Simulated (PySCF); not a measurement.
C₂H₅N, SMILES `C=CN`.

PySCF calculation, 6-31G* basis, gas phase; geometry: GFN2-xTB. No frequency check shows the geometry to be a minimum.

Input

```python
import numpy as np
from pyscf import gto, scf, mcscf

mol = gto.M(atom='''
C      1.23270    -0.19621     0.01481
C      0.06848     0.43952     0.00219
N     -1.16889    -0.17240    -0.08227
H      1.28808    -1.27164     0.02603
H      2.16260     0.33920    -0.00306
H      0.02299     1.52033    -0.01577
H     -1.16218    -1.16121     0.12081
H     -1.93639     0.32023     0.34588
''', basis='6-31g*', charge=0, spin=0, verbose=4)
# stretch the bond between atoms 1 and 5, from long to short, fragments rigid
a, b, move = 0, 4, [4]
xyz = mol.atom_coords(unit='Angstrom')
u = xyz[b] - xyz[a]
r0 = np.linalg.norm(u)
rows, last, dm_u = [], None, None
for r in [3.0, 2.35, 1.93, 1.66, 1.44, 1.28, 1.18, 1.07, 0.98]:
    new = xyz.copy()
    new[move] += u / r0 * (r - r0)
    m = mol.set_geom_(new, unit='Angstrom', inplace=False)
    rhf = scf.RHF(m).density_fit(auxbasis='def2-universal-jkfit').run()
    uhf = scf.UHF(m).density_fit(auxbasis='def2-universal-jkfit').newton()
    if dm_u is None:
        c = rhf.mo_coeff
        h = m.nelectron // 2 - 1
        ca, cb = c.copy(), c.copy()
        ca[:, h], cb[:, h] = (c[:, h] + c[:, h + 1]) / 2**.5, (c[:, h] - c[:, h + 1]) / 2**.5
        dm_u = np.array([x[:, :h + 1] @ x[:, :h + 1].T for x in (ca, cb)])
    uhf.kernel(dm0=dm_u)
    for _ in range(3):
        c, _, stable, _ = uhf.stability(return_status=True)
        if stable:
            break
        uhf.kernel(c, uhf.mo_occ)
    dm_u = uhf.make_rdm1()
    mc = mcscf.CASSCF(rhf, 2, 2)
    mc.natorb = True
    mc.fix_spin_(ss=0)
    guess = mcscf.addons.make_natural_orbitals(uhf)[1] if last is None else mcscf.project_init_guess(mc, last.mo_coeff, last.mol)
    mc.kernel(guess)
    last = mc
    act = slice(mc.ncore, mc.ncore + mc.ncas)
    print('r %.3f  RHF %.6f  UHF %.6f  <S^2> %.3f  CASSCF %.6f  occupations' % (r, rhf.e_tot, uhf.e_tot, uhf.spin_square()[0], mc.e_tot), mc.mo_occ[act].round(4))
    rows.append((new, rhf.e_tot, uhf.e_tot, uhf.spin_square()[0], mc.e_tot, mc.mo_occ[act], mc.mo_coeff[:, act], dm_u[0] - dm_u[1], rhf.converged and uhf.converged and mc.converged))
    np.savez('result.npz', **{k: [row[i] for row in rows] for i, k in enumerate('xyz rhf uhf s2 cas occ c spin ok'.split())})
```

Run with:

```sh
OMP_NUM_THREADS=1 python input.py
```

The run took 26 s on 1 thread of AMD EPYC 7R13 Processor (Zen 3) (shared host), peak memory 0.17 GiB.

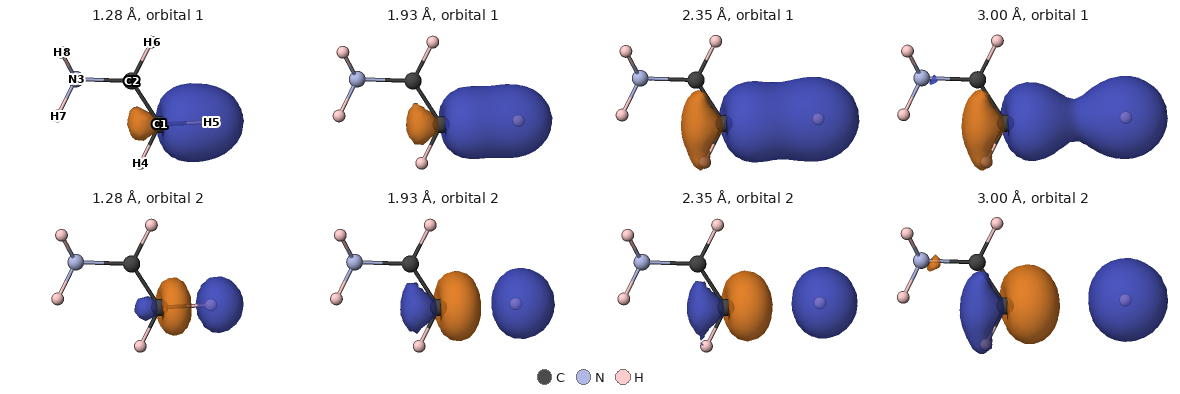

Rigid stretch of the C1–H5 bond. The two CASSCF(2,2) natural orbitals nearest half filling (orbital 1 the more occupied).

How do the occupations change along the stretch?

1.28 Å: 1.97 and 0.03; 1.93 Å: 1.82 and 0.18; 2.35 Å: 1.60 and 0.40; 3.00 Å: 1.27 and 0.73. At the longest distance computed (3.00 Å) they are 1.27 and 0.73, and the effective number of unpaired electrons is 1.7.

UHF's ⟨S²⟩ passes 1 along the scan (up to 1.21), so it also polarises electrons outside the stretched bond; its energy lowering isn't due to that bond alone.

Where does the UHF solution part from RHF?

Between 1.44 Å (⟨S²⟩ = 0, the two coincide) and 1.66 Å (⟨S²⟩ = 0.23); at 3.00 Å ⟨S²⟩ is 1.21 and UHF lies 3.9 eV below RHF.

How much energy does the stretch cost?

By CASSCF, 4.7 eV from the lowest point of the scan (1.07 Å) to 3.00 Å; RHF gives 8.0 eV from its own lowest point. The fragments aren't relaxed and dynamic correlation is missing, so this isn't a bond dissociation energy.
